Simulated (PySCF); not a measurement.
# SiPH6S+ (SMILES [PH3+][SiH2]S): levels of theory compared

We compute a comparison of 6 runs (HF/STO-3G, HF/3-21G, B3LYP/6-31G*, TPSS/6-31+G*, PBE0/pcseg-1, PBE/6-311+G**) of SiPH6S+. 

Program for the calculation: PySCF 2.14.0.

## Step 1: The molecule

The species is SiPH6S+ (9 atoms), meant as a singlet with charge +1. As SMILES, `[PH3+][SiH2]S`. Geometry: relaxed at GFN2-xTB. This is one conformer, not always the lowest.

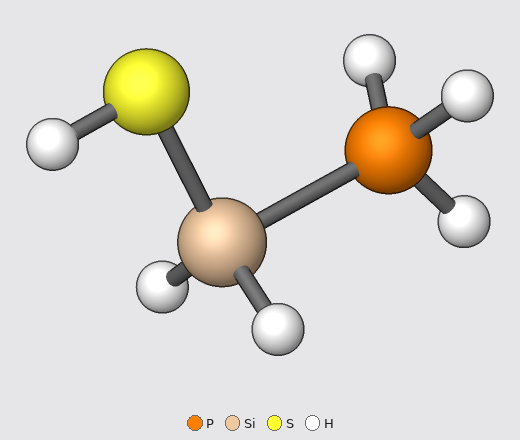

The structure, seen from a chosen angle (phosphorus orange, silicon light orange, sulfur yellow, hydrogen white).

## Step 2: Energy and forces at HF/STO-3G (run 1)

calc.py

```python
# [PH3+][SiH2]S
from pyscf import gto, scf

molecule = gto.M(
    atom='''
P     -0.733930     0.813520    -0.883130
Si     0.419800    -0.904130     0.230720
S      0.980510     0.174330     1.969470
H     -1.269800     0.501230    -2.111740
H     -0.034440     1.957110    -1.196030
H     -1.832820     1.359720    -0.259600
H     -0.634640    -1.899180     0.384790
H      1.476970    -1.202260    -0.727890
H      1.628350    -0.800350     2.593400
''',
    basis='sto-3g',
    spin=0,
    charge=1,
    verbose=4,
    max_memory=1860,
)

mf = scf.RHF(molecule)
mf.conv_tol = 1e-10
mf.kernel()
if not mf.converged:
    mf = mf.newton().run(mf.mo_coeff, mf.mo_occ)

energy = mf.e_tot
print('Final energy', energy)
grad = mf.nuc_grad_method().kernel()
dip = mf.dip_moment()
pop, q = mf.mulliken_pop()
```

Launch:

```sh
$ OMP_NUM_THREADS=1 python calc.py
```

Log:

```text
PySCF version 2.14.0

[... 59 lines left out ...]
converged SCF energy = -1019.04927793189
Final energy -1019.0492779318854
[... 12 lines left out ...]
WARN: System has nonzero charge 1; the dipole moment is origin-dependent.
[... 2 lines left out ...]
Dipole moment(X, Y, Z, Debye): -1.00151,  0.03192, -1.87550
[... 4 lines left out ...]
pop of  0 P 2px           1.97625
pop of  0 P 2py           1.97725
pop of  0 P 2pz           1.97620
pop of  0 P 3px           1.02018
pop of  0 P 3py           1.09127
pop of  0 P 3pz           1.01643
pop of  1 Si 1s           1.99965
pop of  1 Si 2s           1.98822
pop of  1 Si 3s           1.28275
pop of  1 Si 2px          1.96484
pop of  1 Si 2py          1.96224
pop of  1 Si 2pz          1.96523
pop of  1 Si 3px          0.77951
pop of  1 Si 3py          0.66210
pop of  1 Si 3pz          0.77523
pop of  2 S 1s            1.99991
pop of  2 S 2s            1.99668
pop of  2 S 3s            1.87223
pop of  2 S 2px           1.99366
pop of  2 S 2py           1.98490
pop of  2 S 2pz           1.98286
pop of  2 S 3px           1.69861
pop of  2 S 3py           1.29911
pop of  2 S 3pz           1.17099
pop of  3 H 1s            0.97834
pop of  4 H 1s            0.97476
pop of  5 H 1s            0.97468
pop of  6 H 1s            1.07326
pop of  7 H 1s            1.07327
pop of  8 H 1s            0.98340
 ** Mulliken atomic charges  **
charge of    0P =      0.43642
charge of    1Si =      0.62023
charge of    2S =      0.00106
charge of    3H =      0.02166
charge of    4H =      0.02524
charge of    5H =      0.02532
charge of    6H =     -0.07326
charge of    7H =     -0.07327
charge of    8H =      0.01660
```

It took 2 s on 1 thread of Intel Xeon at 2.70GHz, shared host; peak memory 0.12 GiB.

## Step 3: Energy and gradient at HF/3-21G (run 2)

calc.py

```python
# [PH3+][SiH2]S
from pyscf import gto, scf

mol = gto.M(
    atom='''
P   -0.733930   0.813520  -0.883130
Si   0.419800  -0.904130   0.230720
S    0.980510   0.174330   1.969470
H   -1.269800   0.501230  -2.111740
H   -0.034440   1.957110  -1.196030
H   -1.832820   1.359720  -0.259600
H   -0.634640  -1.899180   0.384790
H    1.476970  -1.202260  -0.727890
H    1.628350  -0.800350   2.593400
''',
    verbose=3,
    spin=0,
    basis='3-21g',
    charge=1,
    max_memory=1860,
)

mf = scf.RHF(mol)
mf.conv_tol = 1e-10
mf.kernel()
if not mf.converged:
    mf = mf.newton().run(mf.mo_coeff, mf.mo_occ)

etot = mf.e_tot
print('Final energy', etot)
grad = mf.nuc_grad_method().kernel()
mf.analyze()
```

Launch:

```sh
$ OMP_NUM_THREADS=1 python calc.py
```

Log:

```text
converged SCF energy = -1025.15664704536
Final energy -1025.1566470453588
--------------- RHF gradients ---------------
         x                y                z
0 P     0.0090717105    -0.0125337870     0.0095959320
1 Si     0.0056287869     0.0145856450     0.0196797339
2 S    -0.0029224854    -0.0197897413    -0.0179206223
3 H     0.0021150582     0.0106102535     0.0108188711
4 H    -0.0141163365    -0.0065753849    -0.0010303210
5 H     0.0087266084     0.0010165525    -0.0129771273
6 H     0.0018248534     0.0036577803     0.0002103280
7 H    -0.0024029445     0.0022630019     0.0024773575
8 H    -0.0079252509     0.0067656800    -0.0108541520
----------------------------------------------
**** MO energy ****
MO #1   energy= -91.4904618668658  occ= 2
MO #2   energy= -79.6390171606744  occ= 2
MO #3   energy= -68.5470453510951  occ= 2
MO #4   energy= -9.09372922731925  occ= 2
MO #5   energy= -7.72148570464759  occ= 2
MO #6   energy= -6.76860176521145  occ= 2
MO #7   energy= -6.76601960686511  occ= 2
MO #8   energy= -6.76287501513763  occ= 2
MO #9   energy= -6.36278658467701  occ= 2
MO #10  energy= -5.60648494805625  occ= 2
MO #11  energy= -5.60626016828256  occ= 2
MO #12  energy= -5.60620004379737  occ= 2
MO #13  energy= -4.45809308628115  occ= 2
MO #14  energy= -4.45715730215795  occ= 2
MO #15  energy= -4.45641013314337  occ= 2
MO #16  energy= -1.18646133024202  occ= 2
MO #17  energy= -1.14142571051165  occ= 2
MO #18  energy= -0.928800228579706 occ= 2
MO #19  energy= -0.789596563024805 occ= 2
MO #20  energy= -0.787265187372783 occ= 2
MO #21  energy= -0.741499363897846 occ= 2
MO #22  energy= -0.718921456900685 occ= 2
MO #23  energy= -0.683283749869656 occ= 2
MO #24  energy= -0.623822692184746 occ= 2
MO #25  energy= -0.5598688693363   occ= 2
MO #26  energy= -0.100861813080134 occ= 0
MO #27  energy= -0.0690119859285192 occ= 0
MO #28  energy= -0.0485277761221123 occ= 0
MO #29  energy= -0.0248061263550039 occ= 0
MO #30  energy= 0.0318339404956329 occ= 0
MO #31  energy= 0.0515380848821487 occ= 0
MO #32  energy= 0.0775209955152163 occ= 0
MO #33  energy= 0.0807305955854833 occ= 0
MO #34  energy= 0.25979918324357   occ= 0
MO #35  energy= 0.270573110317358  occ= 0
MO #36  energy= 0.303329803617272  occ= 0
MO #37  energy= 0.33590476549977   occ= 0
MO #38  energy= 0.378459409167327  occ= 0
MO #39  energy= 0.387796973321806  occ= 0
MO #40  energy= 0.406335704154004  occ= 0
MO #41  energy= 0.526032861422977  occ= 0
MO #42  energy= 0.585914792877722  occ= 0
MO #43  energy= 0.602224567461161  occ= 0
MO #44  energy= 0.695603262422951  occ= 0
MO #45  energy= 0.731685975068142  occ= 0
MO #46  energy= 1.00940214970323   occ= 0
MO #47  energy= 1.03860027323659   occ= 0
MO #48  energy= 1.05688675493374   occ= 0
MO #49  energy= 1.09178965602235   occ= 0
MO #50  energy= 1.16504618430883   occ= 0
MO #51  energy= 1.2067177591184    occ= 0
 ** Mulliken atomic charges  **
charge of    0P =      0.28140
charge of    1Si =      0.59341
charge of    2S =     -0.21005
charge of    3H =      0.09158
charge of    4H =      0.09686
charge of    5H =      0.09693
charge of    6H =     -0.03816
charge of    7H =     -0.03819
charge of    8H =      0.12621

WARN: System has nonzero charge 1; the dipole moment is origin-dependent.
Location of origin: [0. 0. 0.]

Dipole moment(X, Y, Z, Debye): -0.92421, -0.67478, -2.16969
```

Run time: 2.3 s. Hardware: 1 thread of Intel Xeon at 2.70GHz, shared host; peak memory 0.13 GiB.

Runs 3 to 4 aren't shown in full; the table further down has their settings and results.

## Step 4: Energy and gradient at PBE0/pcseg-1 (run 5)

run.py

```python
from pyscf import gto, dft

mol = gto.M(
    atom=[
    ('P', (-0.733930, 0.813520, -0.883130)),
    ('Si', (0.419800, -0.904130, 0.230720)),
    ('S', (0.980510, 0.174330, 1.969470)),
    ('H', (-1.269800, 0.501230, -2.111740)),
    ('H', (-0.034440, 1.957110, -1.196030)),
    ('H', (-1.832820, 1.359720, -0.259600)),
    ('H', (-0.634640, -1.899180, 0.384790)),
    ('H', (1.476970, -1.202260, -0.727890)),
    ('H', (1.628350, -0.800350, 2.593400)),
],
    charge=1,
    max_memory=1860,
    basis='pcseg-1',
    verbose=3,
)

ks = dft.RKS(mol, xc='pbe0')
ks.conv_tol = 1e-10
ks.grids.level = 5
ks.kernel()
if not ks.converged:
    ks = ks.newton().run(ks.mo_coeff, ks.mo_occ)

energy = ks.e_tot
print('E = %.10f Eh' % energy)
grad = ks.nuc_grad_method().kernel()
dip = ks.dip_moment()
pop, q = ks.mulliken_pop()
```

Launch:

```sh
$ OMP_NUM_THREADS=1 python run.py
```

Log:

```text
converged SCF energy = -1031.94398762029
E = -1031.9439876203 Eh
--------------- RKS gradients ---------------
         x                y                z
0 P    -0.0052371564     0.0079770845    -0.0047418971
1 Si     0.0004627772    -0.0147459553    -0.0085009081
2 S     0.0083234667    -0.0139496497     0.0071233774
3 H     0.0048964548     0.0102743036     0.0159464920
4 H    -0.0152227831    -0.0122655607     0.0012704413
5 H     0.0137050299    -0.0026597469    -0.0138386733
6 H     0.0063283309     0.0080199641     0.0007569292
7 H    -0.0060584297     0.0039325729     0.0073233606
8 H    -0.0071988174     0.0134173808    -0.0053396898
----------------------------------------------

WARN: System has nonzero charge 1; the dipole moment is origin-dependent.
Location of origin: [0. 0. 0.]

Dipole moment(X, Y, Z, Debye): -1.00416,  0.14093, -1.81251
 ** Mulliken pop  **
pop of  0 P 1s            1.99979
pop of  0 P 2s            1.99218
pop of  0 P 3s            1.10946
pop of  0 P 4s            0.48737
pop of  0 P 2px           1.99503
pop of  0 P 2py           1.99504
pop of  0 P 2pz           1.99498
pop of  0 P 3px           0.91552
pop of  0 P 3py           0.94757
pop of  0 P 3pz           0.91224
pop of  0 P 4px           0.14678
pop of  0 P 4py           0.15126
pop of  0 P 4pz           0.15313
pop of  0 P 3dxy          0.02945
pop of  0 P 3dyz          0.01369
pop of  0 P 3dz^2         0.02173
pop of  0 P 3dxz          0.02508
pop of  0 P 3dx2-y2       0.01153
pop of  1 Si 1s           1.99981
pop of  1 Si 2s           1.99211
pop of  1 Si 3s           1.02003
pop of  1 Si 4s           0.32360
pop of  1 Si 2px          1.99537
pop of  1 Si 2py          1.99433
pop of  1 Si 2pz          1.99465
pop of  1 Si 3px          0.75100
pop of  1 Si 3py          0.63353
pop of  1 Si 3pz          0.67957
pop of  1 Si 4px          0.06500
pop of  1 Si 4py         -0.00520
pop of  1 Si 4pz          0.01281
pop of  1 Si 3dxy         0.04629
pop of  1 Si 3dyz         0.03177
pop of  1 Si 3dz^2        0.03147
pop of  1 Si 3dxz         0.04306
pop of  1 Si 3dx2-y2      0.01095
pop of  2 S 1s            1.99981
pop of  2 S 2s            1.99301
pop of  2 S 3s            1.21026
pop of  2 S 4s            0.65906
pop of  2 S 2px           1.99595
pop of  2 S 2py           1.99525
pop of  2 S 2pz           1.99469
pop of  2 S 3px           1.21842
pop of  2 S 3py           1.07289
pop of  2 S 3pz           1.00359
pop of  2 S 4px           0.42920
pop of  2 S 4py           0.32877
pop of  2 S 4pz           0.23460
pop of  2 S 3dxy          0.01401
pop of  2 S 3dyz          0.02084
pop of  2 S 3dz^2         0.00742
pop of  2 S 3dxz          0.00500
pop of  2 S 3dx2-y2       0.00557
pop of  3 H 1s            0.72453
pop of  3 H 2s            0.11373
pop of  3 H 2px           0.00276
pop of  3 H 2py           0.00177
pop of  3 H 2pz           0.00887
pop of  4 H 1s            0.72288
pop of  4 H 2s            0.11011
pop of  4 H 2px           0.00360
pop of  4 H 2py           0.00805
pop of  4 H 2pz           0.00175
pop of  5 H 1s            0.72290
pop of  5 H 2s            0.11003
pop of  5 H 2px           0.00735
pop of  5 H 2py           0.00294
pop of  5 H 2pz           0.00312
pop of  6 H 1s            0.73810
pop of  6 H 2s            0.22371
pop of  6 H 2px           0.00406
pop of  6 H 2py           0.00387
pop of  6 H 2pz           0.00048
pop of  7 H 1s            0.73814
pop of  7 H 2s            0.22368
pop of  7 H 2px           0.00431
pop of  7 H 2py           0.00070
pop of  7 H 2pz           0.00340
pop of  8 H 1s            0.69794
pop of  8 H 2s            0.08453
pop of  8 H 2px           0.00747
pop of  8 H 2py           0.00852
pop of  8 H 2pz           0.00637
 ** Mulliken atomic charges  **
charge of    0P =      0.09814
charge of    1Si =      0.37985
charge of    2S =     -0.18833
charge of    3H =      0.14835
charge of    4H =      0.15360
charge of    5H =      0.15367
charge of    6H =      0.02978
charge of    7H =      0.02977
charge of    8H =      0.19517
```

It took 36 s on 1 thread of Intel Xeon at 2.70GHz, shared host; peak memory 0.82 GiB.

## Step 5: Energy and forces at PBE/6-311+G(d,p) (run 6)

calc.py

```python
import pyscf.grad
from pyscf import gto, dft

mol = gto.M(
    atom=[
    ('P', (-0.733930, 0.813520, -0.883130)),
    ('Si', (0.419800, -0.904130, 0.230720)),
    ('S', (0.980510, 0.174330, 1.969470)),
    ('H', (-1.269800, 0.501230, -2.111740)),
    ('H', (-0.034440, 1.957110, -1.196030)),
    ('H', (-1.832820, 1.359720, -0.259600)),
    ('H', (-0.634640, -1.899180, 0.384790)),
    ('H', (1.476970, -1.202260, -0.727890)),
    ('H', (1.628350, -0.800350, 2.593400)),
],
    verbose=3,
    spin=0,
    max_memory=1860,
    basis='6-311+g**',
    charge=1,
)

myscf = dft.RKS(mol)
myscf.xc = 'pbe'
myscf.conv_tol = 1e-10
myscf.grids.level = 5
myscf.kernel()
if not myscf.converged:
    myscf = myscf.newton().run(myscf.mo_coeff, myscf.mo_occ)

e_tot = myscf.e_tot
print('Final energy', e_tot)
grad = myscf.Gradients().kernel()
dip = myscf.dip_moment()
pop, q = myscf.mulliken_pop()
```

Launch:

```sh
$ OMP_NUM_THREADS=1 python calc.py
```

Log:

```text
converged SCF energy = -1031.91787317904
Final energy -1031.9178731790414
--------------- RKS gradients ---------------
         x                y                z
0 P    -0.0061333829     0.0091632985    -0.0057312297
1 Si    -0.0006296162    -0.0104053919    -0.0078508797
2 S     0.0086066272    -0.0195624713     0.0041587161
[... 5 lines of this table left out ...]
8 H    -0.0082884605     0.0159367551    -0.0058409937
----------------------------------------------

WARN: System has nonzero charge 1; the dipole moment is origin-dependent.
Location of origin: [0. 0. 0.]

Dipole moment(X, Y, Z, Debye): -0.93048,  0.30236, -1.57281
[... 97 lines left out ...]
pop of  4 H 1s            0.24810
pop of  4 H 2s            0.52261
pop of  4 H 3s            0.04537
pop of  4 H 2px           0.00540
pop of  4 H 2py           0.01164
pop of  4 H 2pz           0.00291
pop of  5 H 1s            0.24810
pop of  5 H 2s            0.52266
pop of  5 H 3s            0.04514
pop of  5 H 2px           0.01066
pop of  5 H 2py           0.00455
pop of  5 H 2pz           0.00474
pop of  6 H 1s            0.24749
pop of  6 H 2s            0.54120
pop of  6 H 3s            0.17182
pop of  6 H 2px           0.00556
pop of  6 H 2py           0.00517
pop of  6 H 2pz           0.00091
pop of  7 H 1s            0.24752
pop of  7 H 2s            0.54120
pop of  7 H 3s            0.17187
pop of  7 H 2px           0.00593
pop of  7 H 2py           0.00114
pop of  7 H 2pz           0.00457
pop of  8 H 1s            0.24213
pop of  8 H 2s            0.49328
pop of  8 H 3s            0.08488
pop of  8 H 2px           0.01191
pop of  8 H 2py           0.01341
pop of  8 H 2pz           0.01001
 ** Mulliken atomic charges  **
charge of    0P =      0.01403
charge of    1Si =      0.24975
charge of    2S =      0.05012
charge of    3H =      0.15797
charge of    4H =      0.16397
charge of    5H =      0.16414
charge of    6H =      0.02784
charge of    7H =      0.02778
charge of    8H =      0.14438
```

Wall time 58 s (1 thread of Intel Xeon at 2.70GHz, shared host); peak memory 1.3 GiB.

## Step 6: Overview of the runs

| run | level | integration grid | energy (Eh) | HOMO energy (eV) | LUMO energy (eV) | HOMO–LUMO gap (eV) | wall time |
| --- | --- | --- | --- | --- | --- | --- | --- |
| 1 | HF/STO-3G | – | -1019.049278 | -12.35 | 2.19 | 14.54 | 2 s |
| 2 | HF/3-21G | – | -1025.156647 | -15.23 | -2.74 | 12.49 | 2.3 s |
| 3 | B3LYP/6-31G* (spherical functions) | 5 | -1032.379575 | -11.90 | -6.00 | 5.89 | 27 s |
| 4 | TPSS/6-31+G* (spherical functions) | 5 | -1032.404095 | -11.08 | -6.52 | 4.56 | 52 s |
| 5 | PBE0/pcseg-1 | 5 | -1031.943988 | -12.21 | -5.85 | 6.36 | 36 s |
| 6 | PBE/6-311+G** | 5 | -1031.917873 | -10.97 | -6.75 | 4.23 | 58 s |

## Step 7: Outcome

| quantity | value |
| --- | --- |
| run 6: total energy | -1031.91787 Eh |
| run 6: HOMO energy | -10.97 eV |
| run 6: LUMO energy | -6.75 eV |
| run 6: HOMO–LUMO gap | 4.23 eV |
| run 6: largest force on an atom | 1.120 eV/Å |

What this shows: The HOMO–LUMO gap runs from 4.23 eV (PBE/6-311+G**) to 14.54 eV (HF/STO-3G). The two ends differ in method and basis. Totals of different functionals can't be ranked against each other. In run 1 the basis is minimal, so the values are rough. All runs together took 3 min, the longest 58 s.
